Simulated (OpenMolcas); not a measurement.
# Pt²⁺ among point charges: CASSCF and CASPT2 levels and susceptibility

Aim: the splitting of the states of Pt²⁺ in the field of 8 point charges, its lowest levels with spin-orbit coupling and its magnetic susceptibility.

Program: OpenMolcas 26.06. Level of theory: state-averaged CASSCF and CASPT2, spin-orbit coupling by RASSI with atomic mean-field integrals. These are calculated values, not measurements, unless marked.

**1. Starting point**

```
Species                           : Pt²⁺ (platinum, Z = 78, 76 electrons)
Basis                             : ANO-RCC-VTZP [8s7p5d3f1g], 84 functions
Scalar Hamiltonian                : DKH2, point nucleus
Inactive shells                   : 1s 2s 2p 3s 3p 3d 4s 4p 4d 4f 5s 5p
Active space                      : 8 electrons in 5 orbitals (5d)
Some configurations of this space : 5d⁸
Orbitals                          : optimised for each spin and parity, averaged over all roots
```

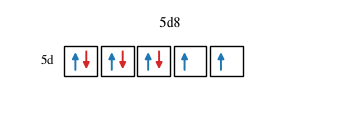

Occupation of the outer shells (arrows by Hund's rule).

The ion sits among 8 point charges of -0.96 e arranged as a cube (Oh), 1.89 Å from the ion.

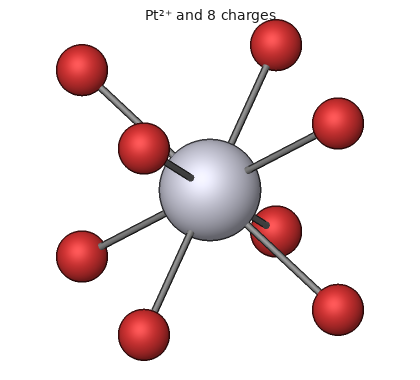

The ion and the point charges (red).

The work runs as a chain of OpenMolcas steps in one folder; each step below is one input file. Labels, J, g values, rates, χT and fits are worked out afterwards by a script from the matrices that RASSI stores. The input lists half of the charges; inversion (Group=XYZ) makes the rest.

**2. Basis and integrals**

a.inp reads:

```
&GATEWAY
Coord
1

Pt 0.0 0.0 0.0
Basis=ANO-RCC-VTZP
Group=XYZ
NoMove
AngMom=0.0 0.0 0.0
AMFI
XField
4 Angstrom 0
1.091192 1.091192 1.091192 -0.960000
1.091192 1.091192 -1.091192 -0.960000
1.091192 -1.091192 1.091192 -0.960000
1.091192 -1.091192 -1.091192 -0.960000
&SEWARD
```

Started as:

```bash
$ OMP_NUM_THREADS=1 MOLCAS_MEM=1689 MOLCAS_PROJECT=a pymolcas a.inp > a.log
```

**3. CASSCF: triplets of even parity, 10 roots**

a.inp reads:

```
&RASSCF
FileOrb=start.orb
Symmetry=1
Spin=3
nActEl=8 0 0
Inactive=15 19
Ras2=5 0
CIRoot=10 10 1
SDav=10
CIMx=300
Iter=120 100
PrWF=0.3
OrbListing=Nothing
MaxOrb=0
>>> COPY $Project.JobIph JOB001
```

start.orb holds the contracted functions of the basis, ordered by shell, or the orbitals of the step before.

**4. Reference wave functions, singlets of even parity, 15 roots**

a.inp reads:

```
&RASSCF
FileOrb=start.orb
Symmetry=1
Spin=1
nActEl=8 0 0
Inactive=15 19
Ras2=5 0
CIRoot=15 15 1
SDav=15
CIMx=300
Iter=120 100
PrWF=0.3
OrbListing=Nothing
MaxOrb=0
>>> COPY $Project.JobIph JOB002
```

**5. State interaction with spin-orbit coupling**

a.inp reads:

```
&RASSI
NrOfJobIphs=2 10 15
1 2 3 4 5 6 7 8 9 10
1 2 3 4 5 6 7 8 9 10 11 12 13 14 15
IphNames
JOB001
JOB002
EJob
SpinOrbit
DIPRint=1.0
SOCoupling=1000.0
Subsets=2
Property=9
'ANGMOM' 1 'ANGMOM' 2 'ANGMOM' 3 'MLTPL  1' 1 'MLTPL  1' 2 'MLTPL  1' 3
'AMFI' 1 'AMFI' 2 'AMFI' 3
SOProperty=3
'ANGMOM' 1 'ANGMOM' 2 'ANGMOM' 3
```

**6. CASPT2: IPEA 0.25, imaginary shift 0.1 (closed shells correlated: 5s 5p)**

a.inp reads:

```
>>> COPY JOB001 $Project.JobIph
&CASPT2
Multistate=10 1 2 3 4 5 6 7 8 9 10
NoMult
Frozen=14 16
IPEA=0.25
Imaginary=0.1
MaxIter=60
WThr=0.0 0.3 0.05
PrWF=0.5
NoMix
>>> COPY JOB002 $Project.JobIph
&CASPT2
Multistate=15 1 2 3 4 5 6 7 8 9 10 11 12 13 14 15
NoMult
Frozen=14 16
IPEA=0.25
Imaginary=0.1
MaxIter=60
WThr=0.0 0.3 0.05
PrWF=0.5
NoMix
```

(Steps that only read results are left out.)

What does the calculation give? Wanted: spin-free ground state; first state of the same spin within the active space; lowest level; next level.

**Answer**, as computed:

```
                                            quantity                                                                        value
                                              method  SS-CASPT2, IPEA 0.25, imaginary shift 0.1 (closed shells correlated: 5s 5p)
                              spin-free ground state                                              3T1, 3-fold in its orbital part
first state of the same spin within the active space                                                             3T2 at 7050 cm⁻¹
                                        lowest level                                                                    1-fold A1
                                          next level                                                                  1789.3 cm⁻¹
                                         χT at 300 K                                                               0.89 cm³ K/mol
                           effective moment at 300 K                                                                      2.67 μB
```

Cost by method:

| method | time of its own steps | time with the reference |
| --- | --- | --- |
| A. CASSCF | 6.2 s | 6.2 s |
| B. SS-CASPT2, IPEA 0.25, imaginary shift 0.1, +5s 5p | 4.7 s | 11 s |

Times are of one thread on a shared host.

The spin-free ground state (3T1) comes to 97 % from free-ion F terms and keeps the highest spin of the shell. χT at 300 K is 0.89, against 1.00 cm³ K/mol for the spin alone, so spin-orbit coupling lowers it. A ligand-field fit to the states below 45000 cm-1 gives 10Dq = -7874 cm-1, B = 623 cm-1 and C = 3018 cm-1 (C/B = 4.85), with a deviation of 306 cm-1. CASPT2 does not keep the components of a term degenerate, and the means are used. The field of point charges can differ much from that of real complexes. This is an electrostatic model: the charges have no orbitals.
